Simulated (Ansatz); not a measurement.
## SiH₅BrO: geometry relaxation (part 1 of 3)

- system: SiH₅BrO
- method: RKS PBE0-D4/def2-SVPD (Ansatz 0.2.0)

The run did not end well.

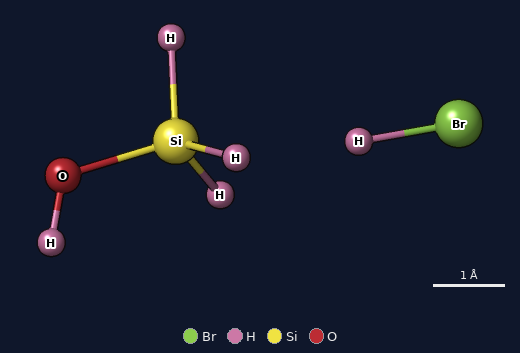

**Figure 1.** The input geometry (ball-and-stick view, seen at a tilt).

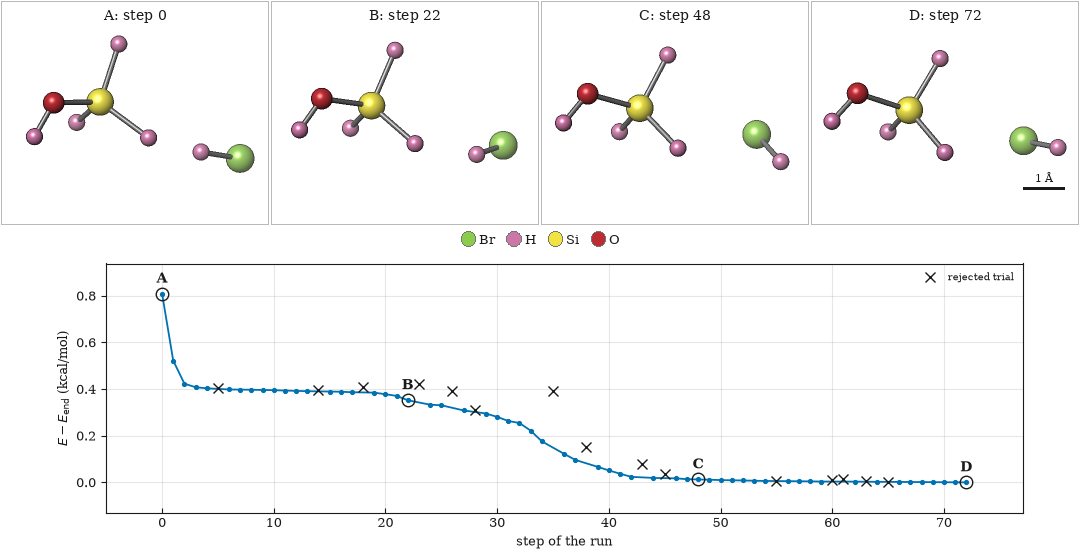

**Figure 2.** Frames of the relaxation (ball-and-stick view, seen at a tilt) above the curves, on which the letters mark them (the first geometry is step 0 here and step 1 in the log).

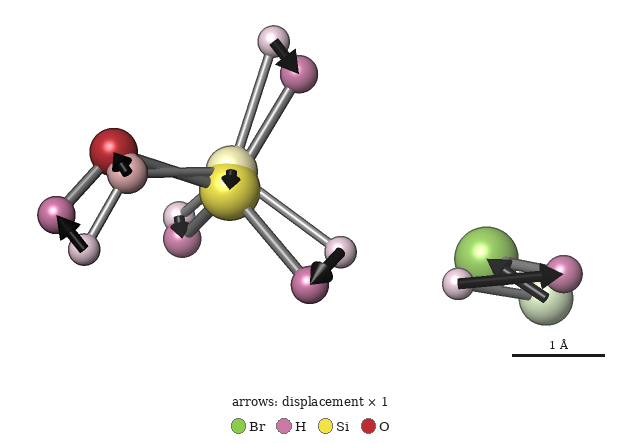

**Figure 3.** Start (faint) and end (solid) with the displacements as black arrows, at true length (ball-and-stick view, seen at a tilt). The two geometries are laid on each other by the best rigid fit. The run was cut off at its time limit before the relaxation converged, so the last structure is only a point on the way. After 72 geometry steps the energy has fallen by 0.81 kcal/mol. Largest force component: 0.46 eV/Å at the start, 0.018 eV/Å at the end. The line search rejected the trial steps at points 5, 14, 18, 23, 26, 28, 35, 38 and more (counted from 0) and went back. The largest move after the best rigid fit is that of H2, 1.16 Å. Largest moves by element: H 1.16 Å, Br 0.81 Å, O 0.31 Å, Si 0.22 Å. Distances before and after: Br1–H2 1.451 → 1.425 Å, Si3–H7 1.517 → 1.495 Å, O4–H8 0.971 → 0.959 Å, Si3–O4 1.690 → 1.680 Å. (Atoms are counted from 1 in the order of the input.)

The input and output of the run follow.

### Input file
```yaml
crystal:
  periodic: [false, false, false]
  atoms:
    - { symbol: Br, position_ang: [-0.022414, 1.249775, -3.282082] }
    - { symbol: H, position_ang: [0.090527, 0.318654, -2.175264] }
    - { symbol: Si, position_ang: [0.113642, 0.056392, 0.682451] }
    - { symbol: O, position_ang: [0.081184, -1.121061, 1.894665] }
    - { symbol: H, position_ang: [-1.116, 0.920076, 0.694102] }
    - { symbol: H, position_ang: [1.352116, 0.855395, 0.927222] }
    - { symbol: H, position_ang: [0.203333, -0.58803, -0.687605] }
    - { symbol: H, position_ang: [-0.702489, -1.691201, 1.946511] }
basis:
  gaussian: { orbitals: def2-SVPD }
hamiltonian:
  xc: pbe0
  dispersion: d4
output:
  forces: true
relax:
  f_tol: 0.003
  max_steps: 120
```

Launched with:
```bash
ansatz run input.yaml --threads 1 --pin off --max-ram 2560MiB --backend cpu --events-out ev --progress --plain --runs-dir out
```

### The program's output
```
The last accepted step is kept in [file] (removed where the run ends without a failure and the disk answers)
Engine: ansatz 0.2.0, x86_64-unknown-linux-gnu
Functional definition: PBE0
  parameter a = 0.25
  parameter kappa = 0.804
  parameter beta = 0.06672455060314922
  exchange = (1 - a)*pbe_x(kappa = kappa, mu = beta*pi^2/3) + a*exact_x
  correlation = pbe_c(beta = beta)
1291 factors; integrals over basis functions are off by at most 4.2e-4 eV
mean field evaluation 1: about -80023.2209 eV, gradient 4.8e1 eV
mean field evaluation 2: about -80012.9268 eV, gradient 8.7e1 eV
mean field evaluation 4: about -80027.2474 eV, gradient 1.2e0 eV
mean field evaluation 8: about -80027.2529 eV, gradient 1.7e-2 eV
mean field -80027.25286375 eV, -2940.9472983224 hartree, gradient 2.2e-5 eV, S^2 0.000000; 0 other end points of the search recorded, 0 dependent functions left out
the calculation of the forces begins
reference -80027.25290974 eV, -2940.9473000126 hartree; 31, 31 occupied and 97, 97 virtual orbitals, 1291 factors
relax step   1: F+E_penalty+E_count = -80027.34540688 eV  Δ(F+E_penalty+E_count) = +0.000e0 eV  max|allowed force component| = 4.577e-1 eV/Å  Δτ_max = 0.0000 Å  (23 SCF iters, accepted)
these checks for a lower state are left out or cut short: starts, cluster_reference, orbital_swaps, neighbouring_geometries, increment
1291 factors; integrals over basis functions are off by at most 4.0e-4 eV
mean field evaluation 16: about -80027.2689 eV, gradient 1.8e-1 eV
mean field -80027.27107434 eV, -2940.9479675494 hartree, gradient 7.4e-6 eV, S^2 0.000000; 0 other end points of the search recorded, 0 dependent functions left out
the calculation of the forces begins
reference -80027.27112125 eV, -2940.9479692734 hartree; 31, 31 occupied and 97, 97 virtual orbitals, 1291 factors
relax step   2: F+E_penalty+E_count = -80027.35785419 eV  Δ(F+E_penalty+E_count) = -1.245e-2 eV  max|allowed force component| = 2.018e-1 eV/Å  Δτ_max = 0.1949 Å  (27 SCF iters, accepted)
[... from here on the SCF iterations and repeated set-up lines of each step are left out, up to the last step ...]
relax step   3: F+E_penalty+E_count = -80027.36213464 eV  Δ(F+E_penalty+E_count) = -4.280e-3 eV  max|allowed force component| = 1.108e-1 eV/Å  Δτ_max = 0.0757 Å  (24 SCF iters, accepted)
relax step   4: F+E_penalty+E_count = -80027.36279556 eV  Δ(F+E_penalty+E_count) = -6.609e-4 eV  max|allowed force component| = 6.790e-2 eV/Å  Δτ_max = 0.0414 Å  (24 SCF iters, accepted)
relax step   5: F+E_penalty+E_count = -80027.36299838 eV  Δ(F+E_penalty+E_count) = -2.028e-4 eV  max|allowed force component| = 3.162e-2 eV/Å  Δτ_max = 0.0056 Å  (26 SCF iters, accepted)
relax step   6: F+E_penalty+E_count = -80027.36285814 eV  Δ(F+E_penalty+E_count) = +1.402e-4 eV  max|allowed force component| = 5.250e-2 eV/Å  Δτ_max = 0.0165 Å  (23 SCF iters, rejected (line search))
relax step   7: F+E_penalty+E_count = -80027.36321615 eV  Δ(F+E_penalty+E_count) = -2.178e-4 eV  max|allowed force component| = 3.608e-3 eV/Å  Δτ_max = 0.0081 Å  (25 SCF iters, accepted)
relax step   8: F+E_penalty+E_count = -80027.36324447 eV  Δ(F+E_penalty+E_count) = -2.832e-5 eV  max|allowed force component| = 3.378e-3 eV/Å  Δτ_max = 0.0071 Å  (25 SCF iters, accepted)
relax step   9: F+E_penalty+E_count = -80027.36326680 eV  Δ(F+E_penalty+E_count) = -2.232e-5 eV  max|allowed force component| = 5.071e-3 eV/Å  Δτ_max = 0.0079 Å  (24 SCF iters, accepted)
relax step  10: F+E_penalty+E_count = -80027.36331117 eV  Δ(F+E_penalty+E_count) = -4.438e-5 eV  max|allowed force component| = 8.234e-3 eV/Å  Δτ_max = 0.0199 Å  (23 SCF iters, accepted)
relax step  11: F+E_penalty+E_count = -80027.36334724 eV  Δ(F+E_penalty+E_count) = -3.607e-5 eV  max|allowed force component| = 4.455e-2 eV/Å  Δτ_max = 0.0508 Å  (23 SCF iters, accepted)
relax step  12: F+E_penalty+E_count = -80027.36341510 eV  Δ(F+E_penalty+E_count) = -6.785e-5 eV  max|allowed force component| = 2.739e-2 eV/Å  Δτ_max = 0.0111 Å  (24 SCF iters, accepted)
relax step  13: F+E_penalty+E_count = -80027.36347582 eV  Δ(F+E_penalty+E_count) = -6.072e-5 eV  max|allowed force component| = 3.555e-3 eV/Å  Δτ_max = 0.0089 Å  (25 SCF iters, accepted)
relax step  14: F+E_penalty+E_count = -80027.36353566 eV  Δ(F+E_penalty+E_count) = -5.984e-5 eV  max|allowed force component| = 1.903e-3 eV/Å  Δτ_max = 0.0326 Å  (23 SCF iters, accepted)
relax step  15: F+E_penalty+E_count = -80027.36330655 eV  Δ(F+E_penalty+E_count) = +2.291e-4 eV  max|allowed force component| = 8.421e-2 eV/Å  Δτ_max = 0.1036 Å  (27 SCF iters, rejected (line search))
relax step  16: F+E_penalty+E_count = -80027.36359857 eV  Δ(F+E_penalty+E_count) = -6.291e-5 eV  max|allowed force component| = 2.139e-2 eV/Å  Δτ_max = 0.0506 Å  (23 SCF iters, accepted)
relax step  17: F+E_penalty+E_count = -80027.36363711 eV  Δ(F+E_penalty+E_count) = -3.854e-5 eV  max|allowed force component| = 3.055e-2 eV/Å  Δτ_max = 0.0358 Å  (23 SCF iters, accepted)
relax step  18: F+E_penalty+E_count = -80027.36372436 eV  Δ(F+E_penalty+E_count) = -8.724e-5 eV  max|allowed force component| = 3.277e-2 eV/Å  Δτ_max = 0.0301 Å  (23 SCF iters, accepted)
relax step  19: F+E_penalty+E_count = -80027.36275916 eV  Δ(F+E_penalty+E_count) = +9.652e-4 eV  max|allowed force component| = 2.356e-1 eV/Å  Δτ_max = 0.1376 Å  (26 SCF iters, rejected (line search))
relax step  20: F+E_penalty+E_count = -80027.36380411 eV  Δ(F+E_penalty+E_count) = -7.975e-5 eV  max|allowed force component| = 2.635e-2 eV/Å  Δτ_max = 0.0162 Å  (24 SCF iters, accepted)
relax step  21: F+E_penalty+E_count = -80027.36410165 eV  Δ(F+E_penalty+E_count) = -2.975e-4 eV  max|allowed force component| = 1.013e-1 eV/Å  Δτ_max = 0.0974 Å  (27 SCF iters, accepted)
relax step  22: F+E_penalty+E_count = -80027.36440356 eV  Δ(F+E_penalty+E_count) = -3.019e-4 eV  max|allowed force component| = 6.941e-2 eV/Å  Δτ_max = 0.0127 Å  (24 SCF iters, accepted)
relax step  23: F+E_penalty+E_count = -80027.36521013 eV  Δ(F+E_penalty+E_count) = -8.066e-4 eV  max|allowed force component| = 8.249e-2 eV/Å  Δτ_max = 0.0935 Å  (26 SCF iters, accepted)
relax step  24: F+E_penalty+E_count = -80027.36216846 eV  Δ(F+E_penalty+E_count) = +3.042e-3 eV  max|allowed force component| = 4.093e-1 eV/Å  Δτ_max = 0.1826 Å  (26 SCF iters, rejected (line search))
relax step  25: F+E_penalty+E_count = -80027.36604865 eV  Δ(F+E_penalty+E_count) = -8.385e-4 eV  max|allowed force component| = 3.280e-2 eV/Å  Δτ_max = 0.0501 Å  (26 SCF iters, accepted)
relax step  26: F+E_penalty+E_count = -80027.36614798 eV  Δ(F+E_penalty+E_count) = -9.933e-5 eV  max|allowed force component| = 3.621e-2 eV/Å  Δτ_max = 0.0091 Å  (24 SCF iters, accepted)
relax step  27: F+E_penalty+E_count = -80027.36359106 eV  Δ(F+E_penalty+E_count) = +2.557e-3 eV  max|allowed force component| = 4.605e-1 eV/Å  Δτ_max = 0.1470 Å  (27 SCF iters, rejected (line search))
relax step  28: F+E_penalty+E_count = -80027.36711342 eV  Δ(F+E_penalty+E_count) = -9.654e-4 eV  max|allowed force component| = 4.738e-2 eV/Å  Δτ_max = 0.0716 Å  (26 SCF iters, accepted)
relax step  29: F+E_penalty+E_count = -80027.36707585 eV  Δ(F+E_penalty+E_count) = +3.757e-5 eV  max|allowed force component| = 2.439e-1 eV/Å  Δτ_max = 0.0732 Å  (27 SCF iters, rejected (line search))
relax step  30: F+E_penalty+E_count = -80027.36768529 eV  Δ(F+E_penalty+E_count) = -5.719e-4 eV  max|allowed force component| = 5.882e-2 eV/Å  Δτ_max = 0.0356 Å  (23 SCF iters, accepted)
relax step  31: F+E_penalty+E_count = -80027.36831219 eV  Δ(F+E_penalty+E_count) = -6.269e-4 eV  max|allowed force component| = 6.927e-2 eV/Å  Δτ_max = 0.0357 Å  (23 SCF iters, accepted)
relax step  32: F+E_penalty+E_count = -80027.36906895 eV  Δ(F+E_penalty+E_count) = -7.568e-4 eV  max|allowed force component| = 1.397e-1 eV/Å  Δτ_max = 0.0537 Å  (24 SCF iters, accepted)
relax step  33: F+E_penalty+E_count = -80027.36945566 eV  Δ(F+E_penalty+E_count) = -3.867e-4 eV  max|allowed force component| = 2.371e-1 eV/Å  Δτ_max = 0.0511 Å  (24 SCF iters, accepted)
relax step  34: F+E_penalty+E_count = -80027.37086478 eV  Δ(F+E_penalty+E_count) = -1.409e-3 eV  max|allowed force component| = 1.492e-1 eV/Å  Δτ_max = 0.0429 Å  (23 SCF iters, accepted)
relax step  35: F+E_penalty+E_count = -80027.37285335 eV  Δ(F+E_penalty+E_count) = -1.989e-3 eV  max|allowed force component| = 1.124e-1 eV/Å  Δτ_max = 0.0901 Å  (26 SCF iters, accepted)
relax step  36: F+E_penalty+E_count = -80027.36350809 eV  Δ(F+E_penalty+E_count) = +9.345e-3 eV  max|allowed force component| = 7.844e-1 eV/Å  Δτ_max = 0.1909 Å  (26 SCF iters, rejected (line search))
relax step  37: F+E_penalty+E_count = -80027.37518637 eV  Δ(F+E_penalty+E_count) = -2.333e-3 eV  max|allowed force component| = 4.075e-2 eV/Å  Δτ_max = 0.0954 Å  (25 SCF iters, accepted)
relax step  38: F+E_penalty+E_count = -80027.37631094 eV  Δ(F+E_penalty+E_count) = -1.125e-3 eV  max|allowed force component| = 3.280e-2 eV/Å  Δτ_max = 0.0619 Å  (23 SCF iters, accepted)
relax step  39: F+E_penalty+E_count = -80027.37384856 eV  Δ(F+E_penalty+E_count) = +2.462e-3 eV  max|allowed force component| = 4.606e-1 eV/Å  Δτ_max = 0.1463 Å  (25 SCF iters, rejected (line search))
relax step  40: F+E_penalty+E_count = -80027.37759720 eV  Δ(F+E_penalty+E_count) = -1.286e-3 eV  max|allowed force component| = 2.290e-2 eV/Å  Δτ_max = 0.0731 Å  (24 SCF iters, accepted)
relax step  41: F+E_penalty+E_count = -80027.37826537 eV  Δ(F+E_penalty+E_count) = -6.682e-4 eV  max|allowed force component| = 1.360e-1 eV/Å  Δτ_max = 0.0731 Å  (24 SCF iters, accepted)
relax step  42: F+E_penalty+E_count = -80027.37886894 eV  Δ(F+E_penalty+E_count) = -6.036e-4 eV  max|allowed force component| = 9.682e-2 eV/Å  Δτ_max = 0.0550 Å  (23 SCF iters, accepted)
relax step  43: F+E_penalty+E_count = -80027.37945578 eV  Δ(F+E_penalty+E_count) = -5.868e-4 eV  max|allowed force component| = 6.596e-2 eV/Å  Δτ_max = 0.0580 Å  (23 SCF iters, accepted)
relax step  44: F+E_penalty+E_count = -80027.37711183 eV  Δ(F+E_penalty+E_count) = +2.344e-3 eV  max|allowed force component| = 1.602e-1 eV/Å  Δτ_max = 0.0269 Å  (23 SCF iters, rejected (line search))
relax step  45: F+E_penalty+E_count = -80027.37965966 eV  Δ(F+E_penalty+E_count) = -2.039e-4 eV  max|allowed force component| = 9.314e-3 eV/Å  Δτ_max = 0.0132 Å  (25 SCF iters, accepted)
relax step  46: F+E_penalty+E_count = -80027.37899152 eV  Δ(F+E_penalty+E_count) = +6.681e-4 eV  max|allowed force component| = 1.249e-1 eV/Å  Δτ_max = 0.0311 Å  (23 SCF iters, rejected (line search))
relax step  47: F+E_penalty+E_count = -80027.37973978 eV  Δ(F+E_penalty+E_count) = -8.012e-5 eV  max|allowed force component| = 4.764e-3 eV/Å  Δτ_max = 0.0155 Å  (24 SCF iters, accepted)
relax step  48: F+E_penalty+E_count = -80027.37988940 eV  Δ(F+E_penalty+E_count) = -1.496e-4 eV  max|allowed force component| = 3.334e-2 eV/Å  Δτ_max = 0.0491 Å  (23 SCF iters, accepted)
relax step  49: F+E_penalty+E_count = -80027.37994744 eV  Δ(F+E_penalty+E_count) = -5.803e-5 eV  max|allowed force component| = 3.253e-2 eV/Å  Δτ_max = 0.0310 Å  (23 SCF iters, accepted)
relax step  50: F+E_penalty+E_count = -80027.37998988 eV  Δ(F+E_penalty+E_count) = -4.245e-5 eV  max|allowed force component| = 1.905e-2 eV/Å  Δτ_max = 0.0193 Å  (24 SCF iters, accepted)
relax step  51: F+E_penalty+E_count = -80027.38006043 eV  Δ(F+E_penalty+E_count) = -7.054e-5 eV  max|allowed force component| = 1.267e-2 eV/Å  Δτ_max = 0.0306 Å  (23 SCF iters, accepted)
relax step  52: F+E_penalty+E_count = -80027.38009286 eV  Δ(F+E_penalty+E_count) = -3.243e-5 eV  max|allowed force component| = 3.963e-2 eV/Å  Δτ_max = 0.0348 Å  (23 SCF iters, accepted)
relax step  53: F+E_penalty+E_count = -80027.38013244 eV  Δ(F+E_penalty+E_count) = -3.958e-5 eV  max|allowed force component| = 2.487e-2 eV/Å  Δτ_max = 0.0058 Å  (22 SCF iters, accepted)
relax step  54: F+E_penalty+E_count = -80027.38018207 eV  Δ(F+E_penalty+E_count) = -4.964e-5 eV  max|allowed force component| = 1.192e-2 eV/Å  Δτ_max = 0.0172 Å  (23 SCF iters, accepted)
relax step  55: F+E_penalty+E_count = -80027.38022326 eV  Δ(F+E_penalty+E_count) = -4.119e-5 eV  max|allowed force component| = 1.042e-2 eV/Å  Δτ_max = 0.0222 Å  (23 SCF iters, accepted)
relax step  56: F+E_penalty+E_count = -80027.38018919 eV  Δ(F+E_penalty+E_count) = +3.407e-5 eV  max|allowed force component| = 5.855e-2 eV/Å  Δτ_max = 0.0439 Å  (23 SCF iters, rejected (line search))
relax step  57: F+E_penalty+E_count = -80027.38026066 eV  Δ(F+E_penalty+E_count) = -3.740e-5 eV  max|allowed force component| = 1.574e-2 eV/Å  Δτ_max = 0.0215 Å  (23 SCF iters, accepted)
relax step  58: F+E_penalty+E_count = -80027.38027719 eV  Δ(F+E_penalty+E_count) = -1.653e-5 eV  max|allowed force component| = 2.937e-2 eV/Å  Δτ_max = 0.0256 Å  (23 SCF iters, accepted)
relax step  59: F+E_penalty+E_count = -80027.38029743 eV  Δ(F+E_penalty+E_count) = -2.024e-5 eV  max|allowed force component| = 1.910e-2 eV/Å  Δτ_max = 0.0039 Å  (21 SCF iters, accepted)
relax step  60: F+E_penalty+E_count = -80027.38033359 eV  Δ(F+E_penalty+E_count) = -3.616e-5 eV  max|allowed force component| = 4.446e-3 eV/Å  Δτ_max = 0.0200 Å  (23 SCF iters, accepted)
relax step  61: F+E_penalty+E_count = -80027.38009034 eV  Δ(F+E_penalty+E_count) = +2.433e-4 eV  max|allowed force component| = 1.031e-1 eV/Å  Δτ_max = 0.0828 Å  (26 SCF iters, rejected (line search))
relax step  62: F+E_penalty+E_count = -80027.37994879 eV  Δ(F+E_penalty+E_count) = +3.848e-4 eV  max|allowed force component| = 6.926e-2 eV/Å  Δτ_max = 0.0083 Å  (24 SCF iters, rejected (line search))
relax step  63: F+E_penalty+E_count = -80027.38034497 eV  Δ(F+E_penalty+E_count) = -1.137e-5 eV  max|allowed force component| = 1.323e-3 eV/Å  Δτ_max = 0.0042 Å  (21 SCF iters, accepted)
relax step  64: F+E_penalty+E_count = -80027.38028954 eV  Δ(F+E_penalty+E_count) = +5.543e-5 eV  max|allowed force component| = 6.552e-2 eV/Å  Δτ_max = 0.0651 Å  (24 SCF iters, rejected (line search))
relax step  65: F+E_penalty+E_count = -80027.38038245 eV  Δ(F+E_penalty+E_count) = -3.748e-5 eV  max|allowed force component| = 1.278e-2 eV/Å  Δτ_max = 0.0317 Å  (23 SCF iters, accepted)
relax step  66: F+E_penalty+E_count = -80027.38036988 eV  Δ(F+E_penalty+E_count) = +1.257e-5 eV  max|allowed force component| = 4.052e-2 eV/Å  Δτ_max = 0.0326 Å  (23 SCF iters, rejected (line search))
relax step  67: F+E_penalty+E_count = -80027.38040217 eV  Δ(F+E_penalty+E_count) = -1.972e-5 eV  max|allowed force component| = 1.133e-2 eV/Å  Δτ_max = 0.0160 Å  (24 SCF iters, accepted)
relax step  68: F+E_penalty+E_count = -80027.38042044 eV  Δ(F+E_penalty+E_count) = -1.827e-5 eV  max|allowed force component| = 1.853e-2 eV/Å  Δτ_max = 0.0243 Å  (23 SCF iters, accepted)
relax step  69: F+E_penalty+E_count = -80027.38042882 eV  Δ(F+E_penalty+E_count) = -8.381e-6 eV  max|allowed force component| = 1.946e-2 eV/Å  Δτ_max = 0.0102 Å  (24 SCF iters, accepted)
relax step  70: F+E_penalty+E_count = -80027.38044355 eV  Δ(F+E_penalty+E_count) = -1.473e-5 eV  max|allowed force component| = 1.955e-2 eV/Å  Δτ_max = 0.0147 Å  (24 SCF iters, accepted)
relax step  71: F+E_penalty+E_count = -80027.38046109 eV  Δ(F+E_penalty+E_count) = -1.754e-5 eV  max|allowed force component| = 2.011e-2 eV/Å  Δτ_max = 0.0199 Å  (23 SCF iters, accepted)
relax step  72: F+E_penalty+E_count = -80027.38047433 eV  Δ(F+E_penalty+E_count) = -1.324e-5 eV  max|allowed force component| = 2.109e-2 eV/Å  Δτ_max = 0.0153 Å  (24 SCF iters, accepted)
these checks for a lower state are left out or cut short: starts, cluster_reference, orbital_swaps, neighbouring_geometries, increment
1291 factors; integrals over basis functions are off by at most 4.0e-4 eV
mean field -80027.28228480 eV, -2940.9483795261 hartree, gradient 3.7e-5 eV, S^2 0.000000; 0 other end points of the search recorded, 0 dependent functions left out
the calculation of the forces begins
reference -80027.28233167 eV, -2940.9483812486 hartree; 31, 31 occupied and 97, 97 virtual orbitals, 1291 factors
```
